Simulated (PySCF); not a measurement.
SMILES [OH2]->[Ni+2](<-[OH2])(<-[OH2])(<-[OH2])(<-[OH2])<-[OH2] (H₁₂NiO₆ (cation, charge +2)), triplet, GFN2-xTB optimised geometry. Atoms within 1.6 Å of the plane z = 0.0 Å (x, y, z in Å): Ni1 (0.00, 0.00, 0.00), O2 (0.07, 2.13, -0.05), H3 (0.15, 2.61, 0.79), H4 (-0.53, 2.65, -0.60), O8 (-2.13, 0.00, 0.00), H9 (-2.59, -0.85, -0.02), H10 (-2.64, 0.57, 0.58), O11 (2.13, 0.00, 0.00), H12 (2.59, 0.85, 0.02), H13 (2.64, -0.57, -0.58), O17 (-0.06, -2.13, 0.05), H18 (0.53, -2.65, 0.60), H19 (-0.14, -2.61, -0.79).

Method: unrestricted PBE0/def2-SVP (PySCF). Cells within 0.4 Å of a nucleus heavier than hydrogen are left out (blank, or x).

Map of the log10 of the electron density (e/bohr³), floored at −4 on the plane z = 0.0 Å:

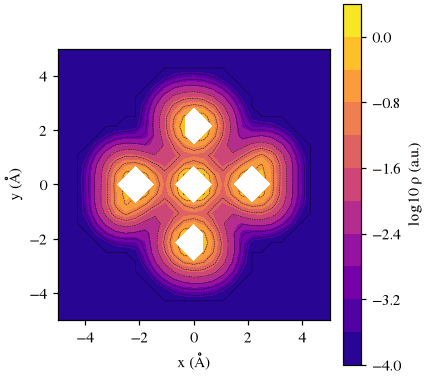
*Log10 of the electron density (e/bohr³), floored at −4 on the plane z = 0.0 Å.*
